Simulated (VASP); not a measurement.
Band structure of TaSi (relaxed from the zinc blende structure, space group F-43m). Computed with PBE GGA, VASP's PBE PAW potentials (set 64) (plane waves; VASP 6.6.1).

Unless said otherwise, spin-orbit coupling is left out, though it shifts the bands of the heavy elements here.

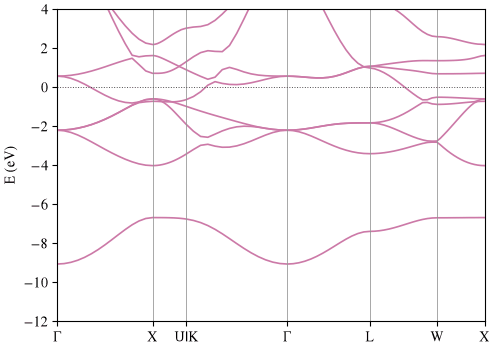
Bands along high-symmetry lines, zero at the valence-band maximum or, without a gap, the Fermi level

Task: Read the plot: is there a gap, and where are the band edges?

Result: It has no gap at this level: it comes out as a metal or semimetal. (Edges off the drawn lines would not show.)

The structure was generated: TaSi was put into the zinc blende type (F-43m), which need not be its known phase. It was relaxed first, which changed the volume by -30 %. The electron count is odd and the run is not spin-polarised, which forces a metal.
